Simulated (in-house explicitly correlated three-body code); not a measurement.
# Two electrons around a charge of +7 under Yukawa screening of 0.14 per bohr: exact states

Aim: the lowest states of two electrons around a charge of +7 under Yukawa screening of 0.14 per bohr to near-exact accuracy, with their sizes and correlation.

Method: two electrons, non-relativistic, variational in exponentially correlated functions. Code: in-house explicitly correlated three-body code version 1.

### Step 1. What is computed

- charge of the centre: +7
- mass of the centre: infinite
- interactions: Yukawa, exp(−0.14 r)/r, between all pairs
- basis: 260 functions exp(−a r1 − b r2 − g r12) a state, exponent ranges optimised
- units: hartree and bohr; relativity and QED are left out

### Step 2. The run

Settings:

```ini
Z = 7.0
screening = 0.14
interaction_strength = 1.0
functions = 260
states_tried = 13
```

On the command line:

```sh
$ python run_hyl.py task.json out
```

The program writes no log. Results of the run, from its result record (rounded, main fields):

```text
status: converged
states [hartree, bohr]:
  - {"name": "1 1S", "E": -42.98887169285, "change": 2e-08, "T": 44.754375175, "inv_r": 6.547733335, "inv_r12": 3.925019824, "r": 0.226586465, "r2": 0.0689693875, "r12": 0.334984085, "r12_2": 0.140348885, "cos": -0.01893056, "p1p2": 0.81706749, "d1": 99.10276, "d12": 10.239}
  - {"name": "2 3S", "E": -27.60413674781, "change": 7.3e-10, "T": 29.293729825, "inv_r": 4.141475727, "inv_r12": 1.082793612, "r": 0.575431839, "r2": 0.541649424, "r12": 0.971501776, "r12_2": 1.08620416, "cos": -0.006184809, "p1p2": 0.059392415, "d1": 59.75138, "d12": 0.0}
  - {"name": "2 1S", "E": -27.36429445929, "change": 3.7e-08, "T": 29.049244208, "inv_r": 4.119527653, "inv_r12": 1.259848478, "r": 0.597571774, "r2": 0.591931114, "r12": 1.00589485, "r12_2": 1.18852955, "cos": -0.009118884, "p1p2": 0.06974216, "d1": 59.34437, "d12": 1.6807}
  - {"name": "2 3P", "E": -27.36012831093, "change": 3e-09, "T": 29.062787296, "inv_r": 4.122212979, "inv_r12": 1.288066103, "r": 0.51345876, "r2": 0.427864545, "r12": 0.860956276, "r12_2": 0.878344886, "cos": -0.06943965, "p1p2": -2.8207672, "d1": 54.03387, "d12": 0.0}
  - {"name": "2 1P", "E": -27.20085740495, "change": 2.5e-09, "T": 28.899442744, "inv_r": 4.105499962, "inv_r12": 1.376699315, "r": 0.530693573, "r2": 0.461327796, "r12": 0.865986488, "r12_2": 0.909617618, "cos": 0.04304716, "p1p2": 2.6590211, "d1": 54.67354, "d12": 0.41804}
  - {"name": "3 3S", "E": -24.90743297452, "change": 4.6e-09, "T": 26.480677976, "inv_r": 3.703252339, "inv_r12": 0.4574217942, "r": 1.20398255, "r2": 2.76342246, "r12": 2.20794092, "r12_2": 5.52855746, "cos": -0.001945437, "p1p2": 0.016583423, "d1": 55.98177, "d12": 0.0}
  - {"name": "3 1S", "E": -24.84643638671, "change": 2.5e-08, "T": 26.413996761, "inv_r": 3.697311696, "inv_r12": 0.5019305893, "r": 1.23814583, "r2": 2.93838637, "r12": 2.27396601, "r12_2": 5.87887469, "cos": -0.002790482, "p1p2": 0.020710044, "d1": 55.89722, "d12": 0.4709}
  - {"name": "3 3P", "E": -24.83825116315, "change": 5.6e-09, "T": 26.420202647, "inv_r": 3.69761118, "inv_r12": 0.5081027039, "r": 1.15521422, "r2": 2.56343932, "r12": 2.11331159, "r12_2": 5.13215884, "cos": -0.01640485, "p1p2": -0.6409766, "d1": 54.43163, "d12": 0.0}
  - {"name": "3 1P", "E": -24.79553696529, "change": 1.2e-09, "T": 26.373006086, "inv_r": 3.69299837, "inv_r12": 0.5334341241, "r": 1.18118302, "r2": 2.68994904, "r12": 2.15877915, "r12_2": 5.37852442, "cos": 0.01019959, "p1p2": 0.65816426, "d1": 54.57497, "d12": 0.13048}
  - {"name": "4 3S", "E": -24.05240549633, "change": 2.7e-09, "T": 25.486204237, "inv_r": 3.553808625, "inv_r12": 0.2147110119, "r": 2.16215026, "r2": 9.52403588, "r12": 4.11742859, "r12_2": 19.0490373, "cos": -0.0007563134, "p1p2": 0.0062306358, "d1": 55.09112, "d12": 0.0}
  - {"name": "4 1S", "E": -24.03010155472, "change": 1.7e-08, "T": 25.457558546, "inv_r": 3.551280992, "inv_r12": 0.2302737896, "r": 2.21334892, "r2": 10.0051915, "r12": 4.21898543, "r12_2": 20.01148, "cos": -0.001079148, "p1p2": 0.0079495036, "d1": 55.06264, "d12": 0.17723}
  - {"name": "4 3P", "E": -24.02306578282, "change": 8.7e-09, "T": 25.461327177, "inv_r": 3.551181411, "inv_r12": 0.2321467908, "r": 2.13252437, "r2": 9.32633431, "r12": 4.05917111, "r12_2": 18.6548074, "cos": -0.005866013, "p1p2": -0.22621573, "d1": 54.51282, "d12": 0.0}
  - {"name": "4 1P", "E": -24.00722781604, "change": 5.6e-09, "T": 25.44058725, "inv_r": 3.549216549, "inv_r12": 0.2412166143, "r": 2.17137937, "r2": 9.68519596, "r12": 4.13460456, "r12_2": 19.3703172, "cos": 0.00363147, "p1p2": 0.23800265, "d1": 54.56298, "d12": 0.050662}
threshold [hartree]: -23.5345091932
transitions:
  - ["1 1S", "2 1P", 15.788014, 0.06346932]
  - ["1 1S", "3 1P", 18.193335, 0.01132418]
  - ["1 1S", "4 1P", 18.981644, 0.003719374]
  - ["2 1S", "2 1P", 0.16343705, 0.7627751]
  - ["2 1S", "3 1P", 2.5687575, 0.2038418]
  - ["2 1S", "4 1P", 3.3570666, 0.03676615]
  - ["3 1S", "2 1P", -2.354421, 0.03746249]
  - ["3 1S", "3 1P", 0.050899421, 4.746386]
  - ["3 1S", "4 1P", 0.83920857, 0.6237381]
  - ["4 1S", "2 1P", -3.1707558, 0.005603276]
  - ["4 1S", "3 1P", -0.76543541, 0.2537774]
  - ["4 1S", "4 1P", 0.022873739, 17.25148]
  - ["2 3S", "2 3P", 0.24400844, 0.7050156]
  - ["2 3S", "3 3P", 2.7658856, 0.1737142]
  - ["2 3S", "4 3P", 3.581071, 0.03245922]
  - ["3 3S", "2 3P", -2.4526953, 0.03811191]
  - ["3 3S", "3 3P", 0.069181811, 4.50977]
  - ["3 3S", "4 3P", 0.88436719, 0.5423993]
  - ["4 3S", "2 3P", -3.3077228, 0.005538235]
  - ["4 3S", "3 3P", -0.78584567, 0.2672061]
  - ["4 3S", "4 3P", 0.029339713, 16.54858]
polarisability [au]: {"1 1S": {"alpha": 0.004665488, "c6": 0.000302697, "f_sum": 1.999999}, "2 3S": {"alpha": 1.988872, "c6": 0.771197, "f_sum": 1.999883}}
```

«change» is the move of the energy from 170 to 260 functions; states that moved too far are left out. d1 and d12 are the expectation values of δ(r1) and δ(r12).

Run time: 2.6 min. Hardware: 1 thread of Arm Neoverse N1, shared host.

### Step 3. The bound states

Binding counts from the one-electron threshold at -23.534509 hartree:

| state | binding (eV) | excitation (eV) | ⟨r⟩ | ⟨r12⟩ (bohr) | ⟨cos θ12⟩ |
| --- | --- | --- | --- | --- | --- |
| 1 ¹S | 529.380 | 0 | 0.2266 | 0.3350 | -0.0189 |
| 2 ³S | 110.740 | 418.640 | 0.5754 | 0.9715 | -0.0062 |
| 2 ¹S | 104.214 | 425.166 | 0.5976 | 1.006 | -0.0091 |
| 2 ³P | 104.100 | 425.280 | 0.5135 | 0.8610 | -0.0694 |
| 2 ¹P | 99.7664 | 429.614 | 0.5307 | 0.8660 | 0.0430 |
| 3 ³S | 37.3592 | 492.021 | 1.204 | 2.208 | -0.0019 |
| 3 ¹S | 35.6994 | 493.681 | 1.238 | 2.274 | -0.0028 |
| 3 ³P | 35.4766 | 493.904 | 1.155 | 2.113 | -0.0164 |
| 3 ¹P | 34.3143 | 495.066 | 1.181 | 2.159 | 0.0102 |
| 4 ³S | 14.0927 | 515.287 | 2.162 | 4.117 | -0.0008 |
| 4 ¹S | 13.4858 | 515.894 | 2.213 | 4.219 | -0.0011 |
| 4 ³P | 13.2943 | 516.086 | 2.133 | 4.059 | -0.0059 |
| 4 ¹P | 12.8633 | 516.517 | 2.171 | 4.135 | 0.0036 |

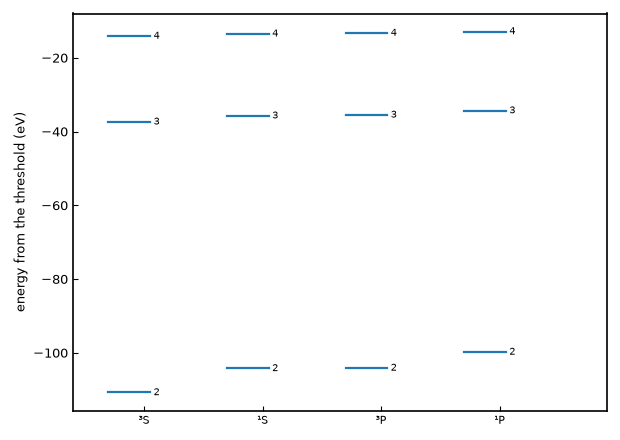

Excited levels under the threshold, term by term; numbers give n.

### Step 4. Electric-dipole lines

Oscillator strengths from the S state (negative where P lies lower) and rates of the upper state's decay:

| S | P | E(P) − E(S) (eV) | f | rate (1/s) |
| --- | --- | --- | --- | --- |
| 1 ¹S | 2 ¹P | 429.61 | 0.6680 | 1.783e+12 |
| 1 ¹S | 3 ¹P | 495.07 | 0.1373 | 4.869e+11 |
| 1 ¹S | 4 ¹P | 516.52 | 0.04707 | 1.816e+11 |
| 2 ¹S | 2 ¹P | 4.4473 | 0.08311 | 2.378e+07 |
| 2 ¹S | 3 ¹P | 69.899 | 0.3491 | 2.467e+10 |
| 2 ¹S | 4 ¹P | 91.350 | 0.08228 | 9.932e+09 |
| 3 ¹S | 2 ¹P | -64.067 | -0.05880 | 1.047e+10 |
| 3 ¹S | 3 ¹P | 1.3850 | 0.1611 | 4.469e+06 |
| 3 ¹S | 4 ¹P | 22.836 | 0.3490 | 2.632e+09 |
| 4 ¹S | 2 ¹P | -86.281 | -0.01184 | 3.826e+09 |
| 4 ¹S | 3 ¹P | -20.829 | -0.1295 | 2.438e+09 |
| 4 ¹S | 4 ¹P | 0.62243 | 0.2631 | 1.474e+06 |
| 2 ³S | 2 ³P | 6.6398 | 0.1147 | 7.313e+07 |
| 2 ³S | 3 ³P | 75.264 | 0.3203 | 2.624e+10 |
| 2 ³S | 4 ³P | 97.446 | 0.07749 | 1.064e+10 |
| 3 ³S | 2 ³P | -66.741 | -0.06232 | 1.205e+10 |
| 3 ³S | 3 ³P | 1.8825 | 0.2080 | 1.066e+07 |
| 3 ³S | 4 ³P | 24.065 | 0.3198 | 2.679e+09 |
| 4 ³S | 2 ³P | -90.008 | -0.01221 | 4.293e+09 |
| 4 ³S | 3 ³P | -21.384 | -0.1400 | 2.778e+09 |
| 4 ³S | 4 ³P | 0.79837 | 0.3237 | 2.984e+06 |

### Step 5. Outcome

| quantity | value |
| --- | --- |
| ground-state energy | -42.98887169 hartree |
| binding of the second electron | 529.38 eV |
| ⟨r12⟩, ⟨cos θ12⟩ | 0.3350 bohr, -0.0189 |
| resonance line 1 ¹S–2 ¹P | 429.61 eV, f = 0.6680 |
| polarisability of the ground state | 0.0046655 bohr³ |

In words: The second electron is bound by 529.4 eV, and the mean cosine of -0.019 shows the electrons leaning only slightly to opposite sides. Exchange puts 2 ³S 6.53 eV under 2 ¹S.
